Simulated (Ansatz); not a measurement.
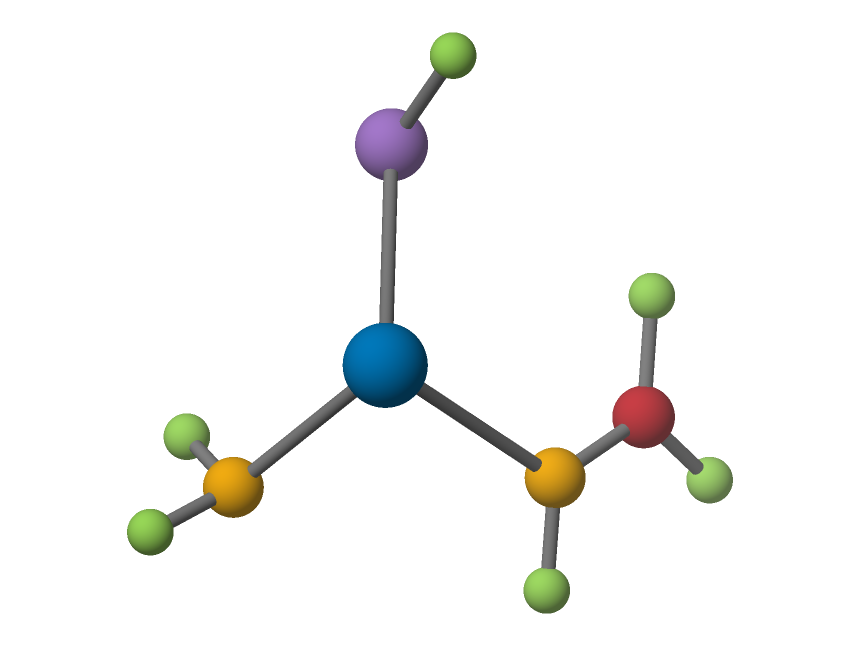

Colours: nitrogen orange, tin blue, sulfur purple, carbon red, hydrogen green.

Question: What is the molecular formula?

Answer: CH6N2SSn, 11 atoms: 1 carbon, 6 hydrogen, 2 nitrogen, 1 sulfur and 1 tin.

Question: How many bonds of each kind are drawn?

Answer: 3 N–H, 2 N–Sn, 2 C–H, 1 S–Sn, 1 C–N, 1 S–H. Sticks follow a distance rule.

More results for the same structure follow; atom numbers are the same in all pictures, views and colours differ. The geometry was computed by an optimisation with PBE0-D4/def2-TZVP.

## Geometry

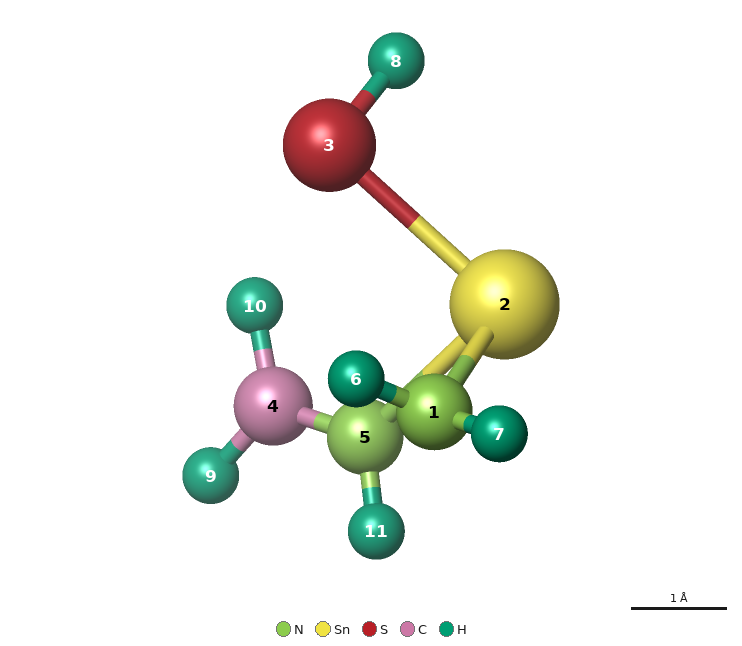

Atoms carry their numbers in the input.

Question: How are the neighbours of atom 1 arranged?

Answer: N1 has 3 neighbours (Sn2 at 2.07, H6 at 1.01, H7 at 1.01 Å); the arrangement is trigonal pyramidal.

Question: What is the geometry at N5?

Answer: N5 has 3 neighbours (Sn2 at 2.39, C4 at 1.26, H11 at 1.02 Å); the arrangement is trigonal planar.

Question: Describe the coordination of atom 4.

Answer: C4 has 3 neighbours (N5 at 1.26, H9 at 1.09, H10 at 1.09 Å); the arrangement is trigonal planar.

Question: How are the neighbours of atom 3 arranged?

Answer: S3 has 2 neighbours (Sn2 at 2.50, H8 at 1.34 Å); the arrangement is bent.

Question: What is the dihedral angle S3–Sn2–N5–C4?

Answer: 24° in size, that is syn (eclipsed).

## Vibrations

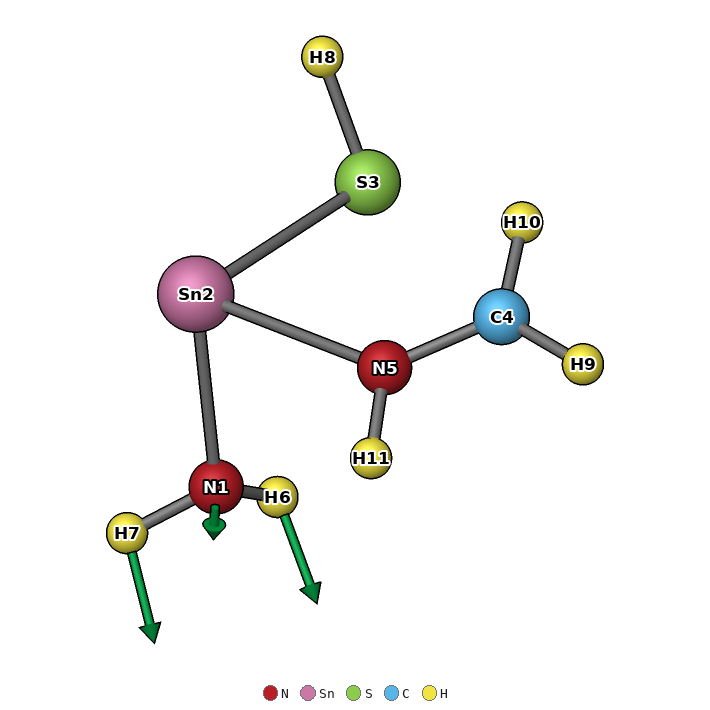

The arrows show one normal mode. Harmonic vibrations computed with RKS PBE0-D4/def2-TZVP, core potentials on Sn (Ansatz 0.2.0) at a stationary point of the same level.

Question: At what wavenumber does it lie?

Answer: 570 cm⁻¹; it is mode 12 of 27 counted from the lowest.

## Electronic properties

Level of theory: RKS PBE0-D4/def2-QZVPP, core potentials on Sn (Ansatz 0.2.0).

Question: Give the HOMO energy (Kohn–Sham orbital) at this level.

Answer: −6.02 eV.

Question: Estimate the HOMO–LUMO gap.

Answer: 4.35 eV.

Question: What is the dispersion correction?

Answer: −24.8 kJ/mol.

## Dipole moment

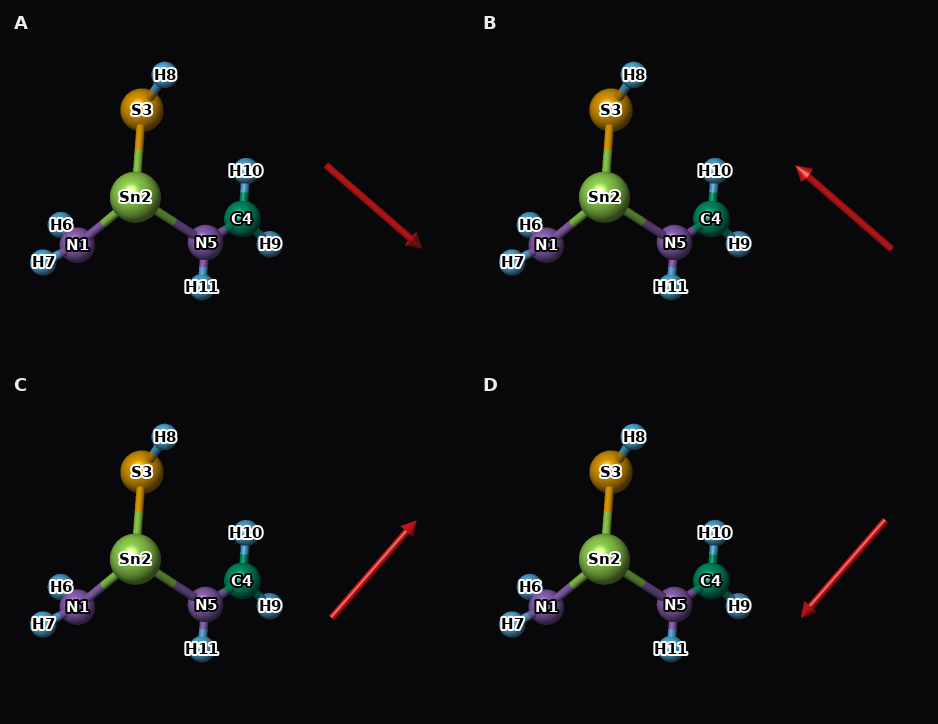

The same molecule four times, each with an arrow. Method: RKS B3LYP-D4/def2-TZVPP, core potentials on Sn (Ansatz 0.2.0).

Question: Which arrow points along the dipole moment, from the negative to the positive end?

Answer: A. The dipole moment is 3.92 D; it points from the side of H8 to the side of H9 (the outermost atoms at the two ends).
